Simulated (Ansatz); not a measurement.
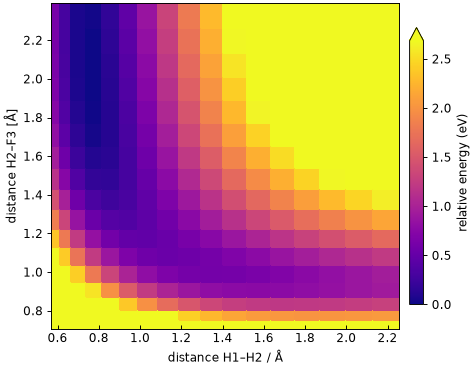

Energy landscape of the system H⁻ + HF. First axis: distance H1–H2. Second axis: distance H2–F3. Nothing is relaxed (the angle H1–H2–F3 is fixed at 140 degrees). The scan uses a 17 × 17 grid. All energies are given in eV relative to the lowest grid point. The restricted reference is unstable at some or all points, so the energies there are unreliable. Level of theory: Ansatz, RHF-MP2, frozen core/aug-cc-pVTZ.

Drawn: one coloured cell a grid point, one colour for all values above the top of the scale. 

Describe this landscape.

The lowest grid point is at distance H1–H2 = 0.774 Å, distance H2–F3 = 1.949 Å. The highest grid point, distance H1–H2 = 0.592 Å, distance H2–F3 = 0.728 Å, lies 9.29 eV above the lowest.

The values on the grid:

| distance H2–F3 ↓, distance H1–H2 → | 0.636 | 0.774 | 0.945 | 1.138 | 1.349 | 1.575 | 1.813 | 2.063 |
| --- | --- | --- | --- | --- | --- | --- | --- | --- |
| 2.199 | 0.30 | 0.01 | 0.44 | 1.26 | 2.21 | 3.10 | 3.88 | 4.50 |
| 1.949 | 0.33 | 0.00 | 0.37 | 1.13 | 2.00 | 2.83 | 3.53 | 4.11 |
| 1.711 | 0.45 | 0.04 | 0.32 | 0.96 | 1.72 | 2.44 | 3.07 | 3.58 |
| 1.485 | 0.73 | 0.19 | 0.30 | 0.77 | 1.36 | 1.94 | 2.45 | 2.88 |
| 1.274 | 1.33 | 0.54 | 0.38 | 0.59 | 0.95 | 1.33 | 1.69 | 2.00 |
| 1.081 | 2.40 | 1.23 | 0.68 | 0.54 | 0.61 | 0.77 | 0.96 | 1.14 |
| 0.910 | 4.17 | 2.55 | 1.54 | 1.02 | 0.81 | 0.76 | 0.80 | 0.88 |
| 0.772 | 6.92 | 4.90 | 3.51 | 2.69 | 2.26 | 2.07 | 2.01 | 2.03 |

The table holds every second grid line.

The whole map (289 points run) took 4.5 min on 1 thread of Arm Neoverse V1, on a shared host.
